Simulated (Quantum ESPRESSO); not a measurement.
# Voltage at the next charge: V(110), 4 layers, one monolayer of Li on longbridge sites against an electrode

Method. Quantum ESPRESSO 7.5, PBE, GBRV ultrasoft; ESM with bc3, a metal electrode 6.08 Å above the top atoms; cell area 6.449 Å²; ions fixed. V is the potential energy of an electron at the electrode over the slab's Fermi level, divided by e, so that it equals the work function at zero charge; positive charge removes electrons.

| charge (e a cell) | V (V) |
| --- | --- |
| 0 | 3.800 |
| 0.0097 | 4.841 |
| 0.0193 | 5.897 |

**Question.** What is V at a charge of 0.0387 e, and what capacitance do the rows imply?

**Worked estimate.** The last two rows give dV/dq = (5.897 − 4.841)/(0.0193 − 0.0097) = 110.0 V/e, so C = 1602/(6.449 × 110.0) = 2.26 µF/cm², an effective gap of 8.854/2.26 = 3.92 Å. At constant C, V = 5.897 + 110.0 × 0.0194 = 8.03 V.

What the calculation gave: V = 8.093 V; the estimate misses by −0.06 V, 2.8 % of the step. Over the three intervals C goes 2.31, 2.26 and 2.20 µF/cm²: it falls as electrons leave, the surface charge drawing back towards the atoms.

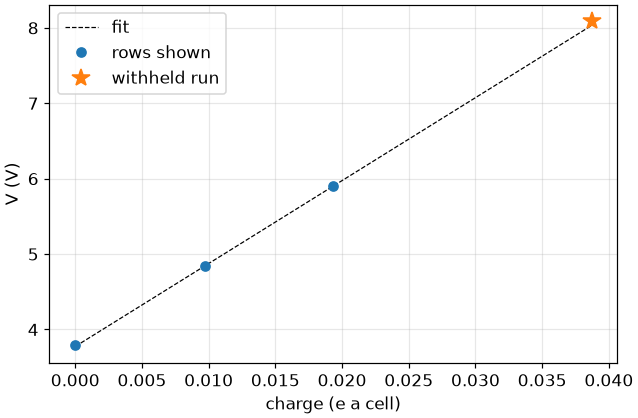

The rows shown, the fit and the withheld run.

**Limits.** Vacuum fills the gap; a dielectric or electrolyte would change C. The slab is thin.
